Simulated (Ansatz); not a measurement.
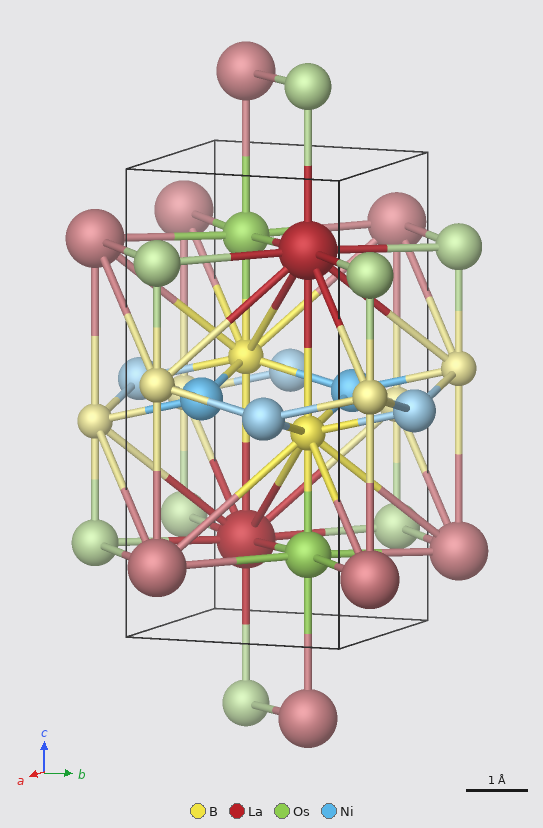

The image is a ball-and-stick drawing of a crystal, viewed slightly off an axis. Atoms at the boundary of the simulation cell (the box) are drawn once for each face, edge or corner they touch. Every bond is drawn to its end, so some atoms lie outside the box, in fainter colours.

```yaml
crystal:
  lattice:
    - [3.83667, 0.00000, 0.00000]
    - [0.00000, 3.83667, 0.00000]
    - [0.00000, 0.00000, 7.85849]
  atoms:
    - { symbol: B, position: [0.75000, 0.75000, 0.44000] }
    - { symbol: B, position: [0.25000, 0.25000, 0.56000] }
    - { symbol: La, position: [0.25000, 0.25000, 0.17000] }
    - { symbol: La, position: [0.75000, 0.75000, 0.83000] }
    - { symbol: Os, position: [0.75000, 0.75000, 0.18000] }
    - { symbol: Os, position: [0.25000, 0.25000, 0.82000] }
    - { symbol: Ni, position: [0.75000, 0.25000, 0.50000] }
    - { symbol: Ni, position: [0.25000, 0.75000, 0.50000] }
```

Setup: DFT, PAW plane waves, PBE (Ansatz); plane-wave cutoff 420 eV, a 9×9×5 mesh of k-points, Fermi-Dirac smearing of 0.011 eV, no spin polarisation (a spin-restricted run, not always the ground state). The pressure of the cell is 21 GPa.

> State the Bader charges by element.

La +1.04 e; Ni -0.01 e; B -0.12 e; Os -0.91 e.

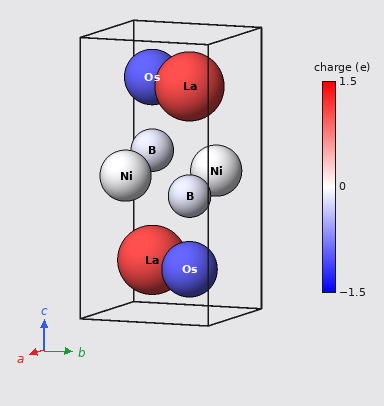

The atoms coloured by those charges.

About the cell: it is a generated cell, made by putting these elements into a known structure type (the compound may or may not exist in this form), and it is unrelaxed. It went into a calculation with Ansatz.

At this level of theory the cell isn't at rest (compressed, at 21 GPa and forces up to 1.7 eV/Å), so its distances can differ from those at equilibrium, the more so the softer the solid.
